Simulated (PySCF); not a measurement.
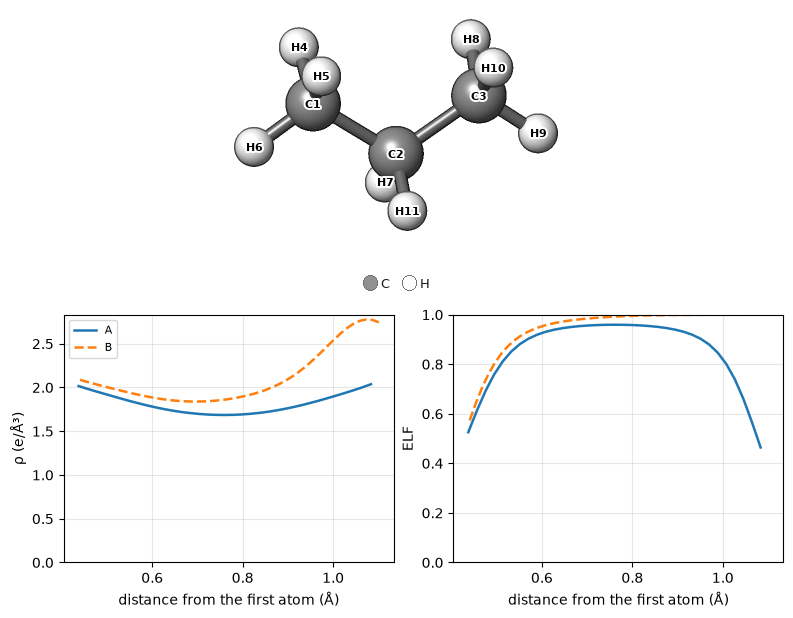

The picture shows: C3H8 (SMILES CCC). Electron density and electron localisation function along straight lines between neighbouring atoms. The curves leave out the atomic cores. The structure is drawn too.

Geometry: PBE0-D3(BJ)/def2-SVP.

These are results of DFT single point, gas phase, functional wB97X in PySCF 2.14.0, density-fitted response routines, not measurements.

```xyz
11

C     1.2694    0.1257    0.1468
C     0.0219    0.0709   -0.7217
C    -1.2632   -0.0482    0.0832
H     1.3614   -0.7788    0.7702
H     1.2428    0.9912    0.8291
H     2.1857    0.2073   -0.4580
H     0.0976   -0.7803   -1.4204
H    -1.2654   -0.9627    0.6987
H    -2.1510   -0.0831   -0.5670
H    -1.3857    0.8070    0.7680
H    -0.0240    0.9731   -1.3560
```

Which curve belongs to which contact (C–C and C–H)? The first atom named is at distance zero.

Curve A: C–C (1.52 Å): the density is about 1.7 e/Å³ at the midpoint; the ELF peaks at about 0.95 between the atoms (a shared electron pair). Curve B: C–H (1.10 Å): ρ at the midpoint is about 1.9 e/Å³; the ELF climbs to about 1 towards the hydrogen, as it does in any bond to H (a covalent bond by its length).
